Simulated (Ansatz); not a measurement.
## Electronic structure of C$_{3}$H$_{10}$Si in real space

Input file:

```
crystal:
  periodic: [false, false, false]
  atoms:
    - { symbol: Si, position_ang: [-0.535261, -0.194562, -0.623316] }
    - { symbol: C, position_ang: [0.540508, 0.291698, 0.829849] }
    - { symbol: C, position_ang: [-0.131787, -0.162995, 2.122414] }
    - { symbol: H, position_ang: [-1.206673, -0.069528, 2.020529] }
    - { symbol: H, position_ang: [-1.804446, 0.574319, -0.515399] }
    - { symbol: H, position_ang: [-0.876623, -1.638203, -0.509086] }
    - { symbol: C, position_ang: [0.263409, 0.132194, -2.289472] }
    - { symbol: H, position_ang: [0.650851, 1.381575, 0.809358] }
    - { symbol: H, position_ang: [1.54953, -0.119815, 0.728384] }
    - { symbol: H, position_ang: [0.177666, 0.416386, 2.996539] }
    - { symbol: H, position_ang: [0.08066, -1.213816, 2.336261] }
    - { symbol: H, position_ang: [-0.414358, -0.123781, -3.108226] }
    - { symbol: H, position_ang: [1.174668, -0.461567, -2.406167] }
    - { symbol: H, position_ang: [0.531655, 1.188094, -2.391768] }
basis:
  gaussian: { orbitals: def2-SVP }
hamiltonian:
  xc: { name: BHLYP }
  dispersion: d4
relax:
  f_tol: 0.03
  max_steps: 50
output:
  orbitals: {}
```

Command:

```sh
ansatz run input.yaml --threads 2 --pin off --max-ram 3072MiB --backend cpu --events-out ev --progress --plain --runs-dir out
```

The fields are those of the relaxed geometry.

Method: RKS BHLYP-D4/def2-SVP in Ansatz.

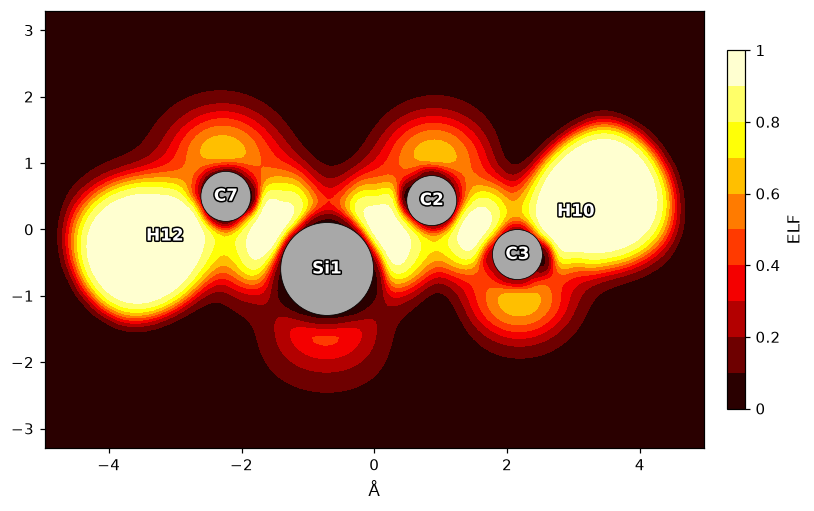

Figure 1. Electron localisation function on the plane of atoms C2, Si1 and C7. Grey discs cover the atomic cores.

What do the fields say about this system?

The section cuts through Si, C and H sites.
C–C (1.53 Å): the ELF peaks at about 0.95 between the atoms (localised, covalent bonding).
C–Si (1.88 Å): the ELF peaks at about 1 between the atoms, as expected for a shared electron pair.
C–H (1.09 Å): the ELF climbs to about 1 towards the hydrogen, as it does in any bond to H (an ordinary covalent bond to hydrogen).

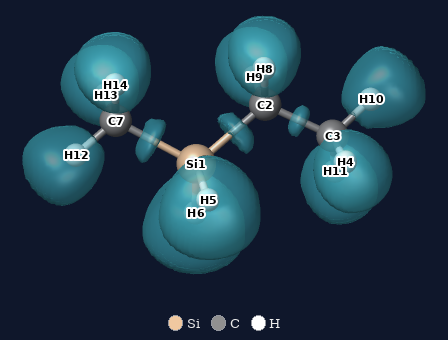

Figure 2. Isosurface of the ELF at 0.9 (cyan), seen across its widest extent. Core shells and regions of very low density are left out.

Identify the bonds, lone pairs and shells in this picture.

The ELF exceeds this value in one region between bonded C–C atoms (shared pairs), two regions between bonded C–Si atoms (shared pairs) and ten regions around hydrogen nuclei.

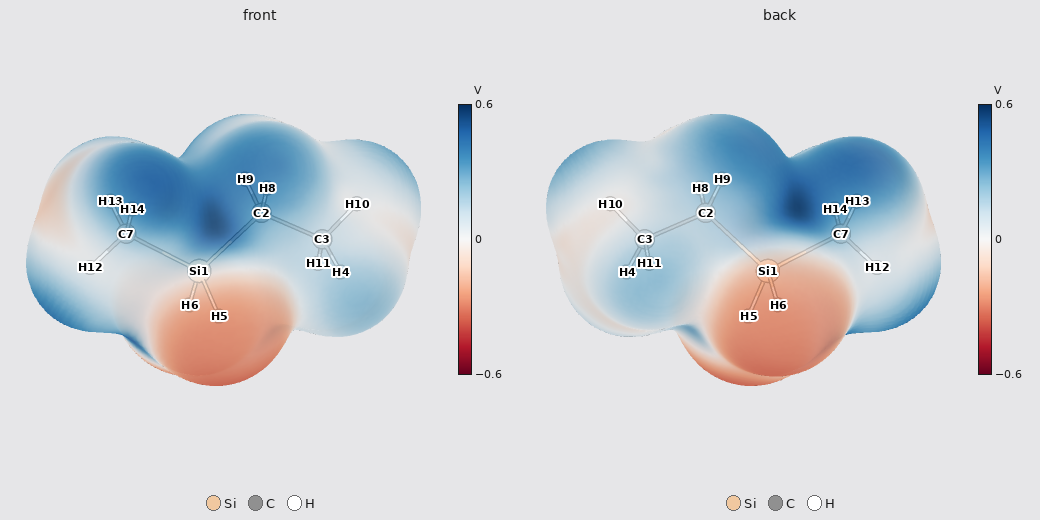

Figure 3. The molecular electrostatic potential painted on the density surface at 0.001 e/bohr³, seen from the front and from behind; the colour scale runs from red (negative) to blue (positive).

Where is the surface potential most negative and most positive?

The most negative region (about −0.3 V) lies over H5 and H6, the most positive (about +0.5 V) over Si1.
